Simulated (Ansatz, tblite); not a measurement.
# SiF2H2 (SiH₂F₂): removing and adding an electron

Aim: the energy of removing and adding an electron for SiF2H2 (SiH₂F₂), by energy differences, and how well orbital energies stand in for it.

Program: Ansatz 0.2.0, Gaussian basis. Level of theory: as each input shows. These are calculated values, not measurements.

The runs, in order: charge +1 doublet, at the geometry of the singlet (PBE0-D4/def2-TZVP, PBE-D4/def2-TZVP, r2SCAN-D4/def2-TZVP, CCSD(T)/def2-TZVPP); charge -1 doublet, at the geometry of the singlet (PBE0-D4/def2-TZVPD, PBE-D4/def2-TZVPD, r2SCAN-D4/def2-TZVPD, CCSD(T)/def2-TZVPD); the starting singlet's energies come from earlier runs.

## 1. The geometry

The singlet was relaxed beforehand with r2SCAN-D4/def2-TZVP.

5 atoms, charge 0, spin multiplicity 1.

Atoms are counted from 1 here; the program's logs count them from 0.

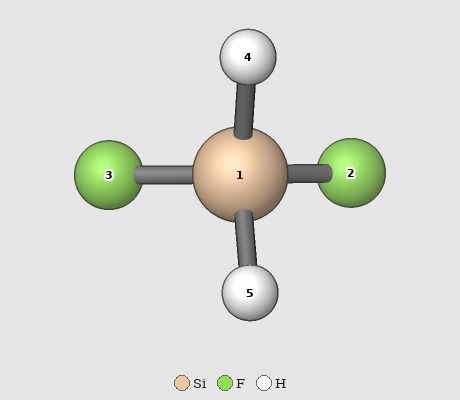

The structure; silicon light orange, fluorine green, hydrogen white; atoms are numbered from 1 in the order of the file.

## 2. Charge +1 doublet at the fixed geometry, PBE0-D4/def2-TZVP

File in.yaml:

```yaml
crystal:
  periodic: [false, false, false]
  atoms:
    - {symbol: Si, position_ang: [-0.045094, 0.000267, -0.031422]}
    - {symbol: F, position_ang: [-0.012658, -0.019370, 1.554877]}
    - {symbol: F, position_ang: [1.454384, 0.010831, -0.550301]}
    - {symbol: H, position_ang: [-0.701706, 1.243804, -0.471156]}
    - {symbol: H, position_ang: [-0.694906, -1.235533, -0.501988]}
basis:
  gaussian: {orbitals: def2-TZVP}
total_charge: 1
magnetization: {spin_polarized: true, initial_magnetization: 1}
hamiltonian: {xc: pbe0, dispersion: d4}
output: {orbitals: {seedname: orbitals}}
```

Run with:

```bash
ansatz run in.yaml --threads 4 --pin off --events-out ev --progress --plain --max-ram 3916MiB
```

Standard output:

```text
Functional definition: PBE0
  name "PBE0"
  cite "Adamo & Barone, J. Chem. Phys. 110, 6158 (1999) doi:10.1063/1.478522"
  cite "Perdew, Burke & Ernzerhof, Phys. Rev. Lett. 77, 3865 (1996) doi:10.1103/PhysRevLett.77.3865"
  parent pbe
  parameter a = 0.25
  parameter kappa = 0.804
  parameter beta = 0.06672455060314922
  exchange = (1 - a)*pbe_x(kappa = kappa, mu = beta*pi^2/3) + a*exact_x
  correlation = pbe_c(beta = beta)
668 factors; their error is unknown
mean field evaluation 1: about -13316.1697 eV, gradient 6.7e1 eV
mean field evaluation 2: about -13260.3557 eV, gradient 1.4e2 eV
mean field evaluation 4: about -13328.7689 eV, gradient 3.8e0 eV
mean field evaluation 8: about -13328.8805 eV, gradient 1.2e-1 eV
mean field evaluation 16: about -13328.8805 eV, gradient 5.4e-5 eV
mean field -13328.88054156 eV, -489.8273252625 hartree, gradient 5.4e-5 eV, S^2 0.761365; 0 other end points of the search recorded, 0 dependent functions left out
reference -13328.88056270 eV, -489.8273260394 hartree; 17, 16 occupied and 94, 95 virtual orbitals, 668 factors
Total energy: -13328.91676878 eV, -489.8286565885 hartree
```

It took 0.9 s on 4 threads of Arm Neoverse V1, shared host.

HOMO -19.02 eV, LUMO -15.31 eV (over both spins); ⟨S²⟩ 0.761 (pure: 0.75).

## 3. Charge +1 doublet at the fixed geometry, PBE-D4/def2-TZVP

start.molden holds the orbitals of an earlier run on this state, given as this run's starting guess.

Edit in.yaml of step 2 so:

```diff
@@ -9,6 +9,7 @@
 basis:
-  gaussian: {orbitals: def2-TZVP}
+  gaussian: {orbitals: def2-TZVP, initial_orbitals: start.molden}
 total_charge: 1
 magnetization: {spin_polarized: true, initial_magnetization: 1}
-hamiltonian: {xc: pbe0, dispersion: d4}
+hamiltonian: {xc: pbe, dispersion: d4}
+scf: {omitted_lower_state_checks: [starts]}
 output: {orbitals: {seedname: orbitals}}
```

Launched as before.

Standard output:

```text
Functional definition: PBE
  name "PBE"
  cite "Perdew, Burke & Ernzerhof, Phys. Rev. Lett. 77, 3865 (1996) doi:10.1103/PhysRevLett.77.3865"
  parent pbe
  parameter kappa = 0.804
  parameter beta = 0.06672455060314922
  exchange = pbe_x(kappa = kappa, mu = beta*pi^2/3)
  correlation = pbe_c(beta = beta)
these checks for a lower state are left out or cut short: starts
652 factors; their error is unknown
mean field evaluation 1: about -13328.4119 eV, gradient 6.9e0 eV
mean field evaluation 2: about -13328.5272 eV, gradient 1.8e-1 eV
mean field evaluation 4: about -13328.5208 eV, gradient 1.8e-3 eV
mean field evaluation 8: about -13328.5208 eV, gradient 2.2e-5 eV
mean field -13328.52080408 eV, -489.8141051539 hartree, gradient 2.2e-5 eV, S^2 0.754711; 0 other end points of the search recorded, 0 dependent functions left out
reference -13328.52083272 eV, -489.8141062067 hartree; 17, 16 occupied and 94, 95 virtual orbitals, 652 factors
Total energy: -13328.56495391 eV, -489.8157276304 hartree
Checks for a lower state left out: starts
```

Wall time 0.75 s (4 threads of Arm Neoverse V1, shared host).

Report: HOMO -17.12 eV, LUMO -15.90 eV (over both spins); ⟨S²⟩ 0.755 (pure: 0.75).

## 4. Charge +1 doublet at the fixed geometry, r2SCAN-D4/def2-TZVP

Edit in.yaml of step 3 so:

```diff
@@ -12,3 +12,3 @@
 magnetization: {spin_polarized: true, initial_magnetization: 1}
-hamiltonian: {xc: pbe, dispersion: d4}
+hamiltonian: {xc: r2scan, dispersion: d4}
 scf: {omitted_lower_state_checks: [starts]}
```

Same command.

Standard output:

```text
Functional definition: r2SCAN
  name "r2SCAN"
  cite "Furness, Kaplan, Ning, Perdew & Sun, J. Phys. Chem. Lett. 11, 8208 (2020) doi:10.1021/acs.jpclett.0c02405"
  cite "Furness, Kaplan, Ning, Perdew & Sun, J. Phys. Chem. Lett. 11, 9248 (2020) doi:10.1021/acs.jpclett.0c03077"
  parent r2scan
  parameter k0 = 0.174
  parameter k1 = 0.065
  parameter a1 = 4.9479
  exchange = r2scan_x(k0 = k0, k1 = k1, a1 = a1)
  correlation = r2scan_c
these checks for a lower state are left out or cut short: starts
652 factors; their error is unknown
mean field evaluation 1: about -13334.7592 eV, gradient 3.9e0 eV
mean field evaluation 2: about -13334.7908 eV, gradient 6.7e-2 eV
mean field evaluation 4: about -13334.7827 eV, gradient 3.7e-4 eV
mean field evaluation 8: about -13334.7827 eV, gradient 9.9e-6 eV
mean field -13334.78266495 eV, -490.0442242964 hartree, gradient 9.9e-6 eV, S^2 0.761249; 0 other end points of the search recorded, 0 dependent functions left out
reference -13334.78267419 eV, -490.0442246363 hartree; 17, 16 occupied and 94, 95 virtual orbitals, 652 factors
Total energy: -13334.79241013 eV, -490.0445824254 hartree
Checks for a lower state left out: starts
```

Run time: 1.9 s. Hardware: 4 threads of Arm Neoverse V1, shared host.

From the report: HOMO -17.73 eV, LUMO -15.94 eV (over both spins); ⟨S²⟩ 0.761 (pure: 0.75).

## 5. Charge +1 doublet at the fixed geometry, CCSD(T)/def2-TZVPP

Edit in.yaml of step 4 so:

```diff
@@ -9,7 +9,7 @@
 basis:
-  gaussian: {orbitals: def2-TZVP, initial_orbitals: start.molden}
+  gaussian: {orbitals: def2-TZVPP, initial_orbitals: start.molden}
 total_charge: 1
 magnetization: {spin_polarized: true, initial_magnetization: 1}
-hamiltonian: {xc: r2scan, dispersion: d4}
-scf: {omitted_lower_state_checks: [starts]}
+correlation: {method: ccsd_t}
+scf: {omitted_lower_state_checks: [starts, cluster_reference]}
 output: {orbitals: {seedname: orbitals}}
```

The command is unchanged.

Standard output, cut to the lines that bear on the results:

```text
Functional definition: HF
  name "HF"
  cite "Fock, Z. Phys. 61, 126 (1930) doi:10.1007/BF01340294"
  parent pbe
[...]
807 factors; integrals over basis functions are off by at most 6.4e-4 eV
[...]
mean field -13299.53998190 eV, -488.7490795829 hartree, gradient 1.8e-6 eV, S^2 0.802559; 0 other end points of the search recorded, 0 dependent functions left out
7 core orbitals not correlated: weight in the atoms' cores, before any rotation towards them, 1.000 or more for the frozen orbitals, at most 0.000 for the correlated occupied ones
reference -13299.53998190 eV, -488.7490795829 hartree; 10, 9 occupied and 115, 116 virtual orbitals, 807 factors
second order -16.54657429 eV of doubles, -0.00000000 eV of singles
cycle   1  -16.28707142 eV  change    2.6e-1 eV  update   1.2e-1
[...]
cycle  12  -16.89784383 eV  change   -2.1e-5 eV  update   9.5e-6
perturbative correction -0.55647911 eV, -0.0204502300 hartree
Total energy: -13316.99430484 eV, -489.3905141199 hartree
Checks for a lower state left out: starts, cluster_reference
```

It took 7 s on 4 threads of Arm Neoverse V1, shared host; peak memory 0.94 GiB.

Hartree-Fock HOMO -22.32 eV, LUMO -11.72 eV (over both spins); ⟨S²⟩ 0.803 (pure: 0.75); T1 0.029.

## 6. Vertical ionisation energy

Charged state less starting state, singlet to doublet; the starting state's energies are those of its earlier runs.

Differences are taken before rounding.

| method | vertical ionisation energy (eV) | from CCSD(T)/def2-TZVPP (eV) | time |
| --- | --- | --- | --- |
| HF/def2-TZVPP | 12.67 | -0.35 |  |
| PBE-D4/def2-TZVP | 12.15 | -0.86 | 1.1 s |
| r2SCAN-D4/def2-TZVP | 12.39 | -0.63 | 2.9 s |
| PBE0-D4/def2-TZVP | 12.63 | -0.39 | 1.6 s |
| MP2/def2-TZVPP | 13.07 | +0.05 |  |
| CCSD/def2-TZVPP | 13.11 | +0.09 |  |
| CCSD(T)/def2-TZVPP | 13.02 | 0 | 9 s |

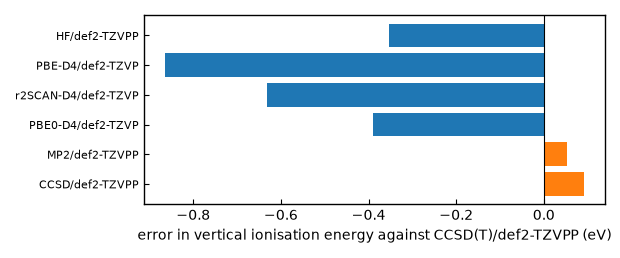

Error of each method against CCSD(T)/def2-TZVPP.

Times add the two runs; a level without a time comes out of a correlated run.

Beside −ε(HOMO) of the starting state:

| level | −ε(HOMO) (eV) | by difference (eV) | mismatch (eV) |
| --- | --- | --- | --- |
| PBE-D4/def2-TZVP | 8.36 | 12.15 | -3.79 |
| r2SCAN-D4/def2-TZVP | 8.76 | 12.39 | -3.62 |
| PBE0-D4/def2-TZVP | 9.89 | 12.63 | -2.74 |

## 7. Charge -1 doublet at the fixed geometry, PBE0-D4/def2-TZVPD

Edit in.yaml of step 5 so:

```diff
@@ -9,7 +9,6 @@
 basis:
-  gaussian: {orbitals: def2-TZVPP, initial_orbitals: start.molden}
-total_charge: 1
+  gaussian: {orbitals: def2-TZVPD}
+total_charge: -1
 magnetization: {spin_polarized: true, initial_magnetization: 1}
-correlation: {method: ccsd_t}
-scf: {omitted_lower_state_checks: [starts, cluster_reference]}
+hamiltonian: {xc: pbe0, dispersion: d4}
 output: {orbitals: {seedname: orbitals}}
```

Launched as before.

Standard output, cut to the lines that bear on the results:

```text
Functional definition: PBE0
  name "PBE0"
  cite "Adamo & Barone, J. Chem. Phys. 110, 6158 (1999) doi:10.1063/1.478522"
  cite "Perdew, Burke & Ernzerhof, Phys. Rev. Lett. 77, 3865 (1996) doi:10.1103/PhysRevLett.77.3865"
  parent pbe
[...]
792 factors; their error is unknown
[...]
mean field -13340.23085651 eV, -490.2444416435 hartree, gradient 1.6e-5 eV, S^2 0.750448; 9 other end points of the search recorded, 0 dependent functions left out
reference -13340.23088265 eV, -490.2444426041 hartree; 18, 17 occupied and 123, 124 virtual orbitals, 792 factors
Total energy: -13340.29610690 eV, -490.2468395512 hartree
```

Wall time 9 s (4 threads of Arm Neoverse V1, shared host).

Report: HOMO 2.45 eV, LUMO 3.81 eV (over both spins); ⟨S²⟩ 0.750 (pure: 0.75); the next solution that the search met lies 0.183 eV higher. Doubts: highest occupied level lies above zero.

## 8. Charge -1 doublet at the fixed geometry, PBE-D4/def2-TZVPD

Edit in.yaml of step 7 so:

```diff
@@ -9,6 +9,7 @@
 basis:
-  gaussian: {orbitals: def2-TZVPD}
+  gaussian: {orbitals: def2-TZVPD, initial_orbitals: start.molden}
 total_charge: -1
 magnetization: {spin_polarized: true, initial_magnetization: 1}
-hamiltonian: {xc: pbe0, dispersion: d4}
+hamiltonian: {xc: pbe, dispersion: d4}
+scf: {omitted_lower_state_checks: [starts]}
 output: {orbitals: {seedname: orbitals}}
```

Launched as before.

Standard output:

```text
Functional definition: PBE
  name "PBE"
  cite "Perdew, Burke & Ernzerhof, Phys. Rev. Lett. 77, 3865 (1996) doi:10.1103/PhysRevLett.77.3865"
  parent pbe
  parameter kappa = 0.804
  parameter beta = 0.06672455060314922
  exchange = pbe_x(kappa = kappa, mu = beta*pi^2/3)
  correlation = pbe_c(beta = beta)
these checks for a lower state are left out or cut short: starts
771 factors; their error is unknown
mean field evaluation 1: about -13339.4427 eV, gradient 6.9e0 eV
mean field evaluation 2: about -13339.5327 eV, gradient 1.0e-1 eV
mean field evaluation 4: about -13339.5273 eV, gradient 5.2e-3 eV
mean field evaluation 8: about -13339.5273 eV, gradient 6.7e-6 eV
mean field -13339.52730774 eV, -490.2185867031 hartree, gradient 1.2e-5 eV, S^2 0.750353; 0 other end points of the search recorded, 0 dependent functions left out
reference -13339.52734327 eV, -490.2185880089 hartree; 18, 17 occupied and 123, 124 virtual orbitals, 771 factors
Total energy: -13339.60679318 eV, -490.2215077391 hartree
Checks for a lower state left out: starts
```

Run time: 2.8 s. Hardware: 4 threads of Arm Neoverse V1, shared host.

HOMO 2.80 eV, LUMO 3.21 eV (over both spins); ⟨S²⟩ 0.750 (pure: 0.75). Doubts: highest occupied level lies above zero.

## 9. Charge -1 doublet at the fixed geometry, r2SCAN-D4/def2-TZVPD

Edit in.yaml of step 8 so:

```diff
@@ -12,3 +12,3 @@
 magnetization: {spin_polarized: true, initial_magnetization: 1}
-hamiltonian: {xc: pbe, dispersion: d4}
+hamiltonian: {xc: r2scan, dispersion: d4}
 scf: {omitted_lower_state_checks: [starts]}
```

Launched as before.

Standard output:

```text
Functional definition: r2SCAN
  name "r2SCAN"
  cite "Furness, Kaplan, Ning, Perdew & Sun, J. Phys. Chem. Lett. 11, 8208 (2020) doi:10.1021/acs.jpclett.0c02405"
  cite "Furness, Kaplan, Ning, Perdew & Sun, J. Phys. Chem. Lett. 11, 9248 (2020) doi:10.1021/acs.jpclett.0c03077"
  parent r2scan
  parameter k0 = 0.174
  parameter k1 = 0.065
  parameter a1 = 4.9479
  exchange = r2scan_x(k0 = k0, k1 = k1, a1 = a1)
  correlation = r2scan_c
these checks for a lower state are left out or cut short: starts
771 factors; their error is unknown
mean field evaluation 1: about -13345.8601 eV, gradient 3.9e0 eV
mean field evaluation 2: about -13345.8831 eV, gradient 4.4e-2 eV
mean field evaluation 4: about -13345.8774 eV, gradient 7.2e-3 eV
mean field evaluation 8: about -13345.8774 eV, gradient 1.5e-5 eV
mean field -13345.87739233 eV, -490.4519480077 hartree, gradient 9.1e-6 eV, S^2 0.751161; 0 other end points of the search recorded, 0 dependent functions left out
reference -13345.87741396 eV, -490.4519488025 hartree; 18, 17 occupied and 123, 124 virtual orbitals, 771 factors
Total energy: -13345.89541078 eV, -490.4526101733 hartree
Checks for a lower state left out: starts
```

It took 6 s on 4 threads of Arm Neoverse V1, shared host.

HOMO 2.83 eV, LUMO 3.50 eV (over both spins); ⟨S²⟩ 0.751 (pure: 0.75). Doubts: highest occupied level lies above zero.

## 10. Charge -1 doublet at the fixed geometry, CCSD(T)/def2-TZVPD

Edit in.yaml of step 9 so:

```diff
@@ -12,4 +12,4 @@
 magnetization: {spin_polarized: true, initial_magnetization: 1}
-hamiltonian: {xc: r2scan, dispersion: d4}
-scf: {omitted_lower_state_checks: [starts]}
+correlation: {method: ccsd_t}
+scf: {omitted_lower_state_checks: [starts, cluster_reference]}
 output: {orbitals: {seedname: orbitals}}
```

The command is unchanged.

Standard output, cut to the lines that bear on the results:

```text
Functional definition: HF
  name "HF"
  cite "Fock, Z. Phys. 61, 126 (1930) doi:10.1007/BF01340294"
  parent pbe
[...]
926 factors; integrals over basis functions are off by at most 7.4e-4 eV
[...]
a density is far from that of the atoms, so the factors are made again for it
950 factors; integrals over basis functions are off by at most 7.2e-4 eV
[...]
mean field -13310.32905798 eV, -489.1455708157 hartree, gradient 2.9e-6 eV, S^2 0.750526; 1 other end points of the search recorded, 0 dependent functions left out
7 core orbitals not correlated: weight in the atoms' cores, before any rotation towards them, 1.000 or more for the frozen orbitals, at most 0.000 for the correlated occupied ones
reference -13310.32905798 eV, -489.1455708157 hartree; 11, 10 occupied and 123, 124 virtual orbitals, 950 factors
second order -17.16058591 eV of doubles, -0.00000000 eV of singles
cycle   1  -17.12710298 eV  change    3.3e-2 eV  update   9.6e-2
[...]
cycle  15  -17.61253573 eV  change   -2.1e-6 eV  update   5.7e-6
perturbative correction -0.52287894 eV, -0.0192154465 hartree
Total energy: -13328.46447265 eV, -489.8120350122 hartree
Checks for a lower state left out: starts, cluster_reference
```

Run time: 12 s. Hardware: 4 threads of Arm Neoverse V1, shared host; peak memory 1.2 GiB.

From the report: Hartree-Fock HOMO 1.87 eV, LUMO 5.51 eV (over both spins); ⟨S²⟩ 0.751 (pure: 0.75); T1 0.031. Doubts: highest occupied level lies above zero.

## 11. Vertical electron affinity

Starting state less charged state (positive: the electron is bound), singlet to doublet; the starting state's energies are those of its earlier runs.

Differences are taken before rounding.

| method | vertical electron affinity (eV) | from CCSD(T)/def2-TZVPD (eV) | time |
| --- | --- | --- | --- |
| HF/def2-TZVPD | -1.88 | -0.36 |  |
| PBE-D4/def2-TZVPD | -1.17 | +0.36 | 3.6 s |
| r2SCAN-D4/def2-TZVPD | -1.32 | +0.21 | 7.4 s |
| PBE0-D4/def2-TZVPD | -1.29 | +0.24 | 9.8 s |
| MP2/def2-TZVPD | -1.61 | -0.09 |  |
| CCSD/def2-TZVPD | -1.57 | -0.04 |  |
| CCSD(T)/def2-TZVPD | -1.53 | 0 | 14 s |

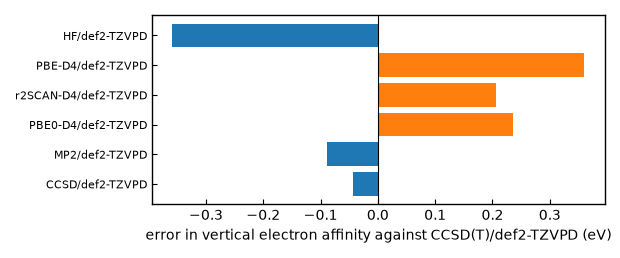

Error of each method against CCSD(T)/def2-TZVPD.

Times add the two runs; a level without a time comes out of a correlated run.

Beside −ε(LUMO) of the starting state:

| level | −ε(LUMO) (eV) | by difference (eV) | mismatch (eV) |
| --- | --- | --- | --- |
| PBE-D4/def2-TZVPD | 0.79 | -1.17 | +1.95 |
| r2SCAN-D4/def2-TZVPD | 0.22 | -1.32 | +1.54 |
| PBE0-D4/def2-TZVPD | -0.04 | -1.29 | +1.25 |

## 12. Outcome

```
                                             quantity                                   value
 vertical ionisation energy, functionals in def2-TZVP    12.15 (PBE-D4) to 12.63 eV (PBE0-D4)
       vertical ionisation energy, CCSD(T)/def2-TZVPP                                13.02 eV
vertical electron affinity, functionals in def2-TZVPD  -1.32 (r2SCAN-D4) to -1.17 eV (PBE-D4)
       vertical electron affinity, CCSD(T)/def2-TZVPD                                -1.53 eV
```

**Reading.** The vertical ionisation energy spans 12.15 to 12.63 eV over the functionals, beside 13.02 eV from CCSD(T)/def2-TZVPP. −ε(HOMO) misses the level's own difference by -2.74 eV at best (PBE0-D4) and -3.79 eV at worst (PBE-D4). CCSD(T)/def2-TZVPP isn't at the basis-set limit; small misses against it rank nothing. The vertical electron affinity spans -1.32 to -1.17 eV over the functionals, beside -1.53 eV from CCSD(T)/def2-TZVPD. A negative affinity means an unbound electron, held by the basis alone. −ε(LUMO) misses the level's own difference by +1.25 eV at best (PBE0-D4) and +1.95 eV at worst (PBE-D4).
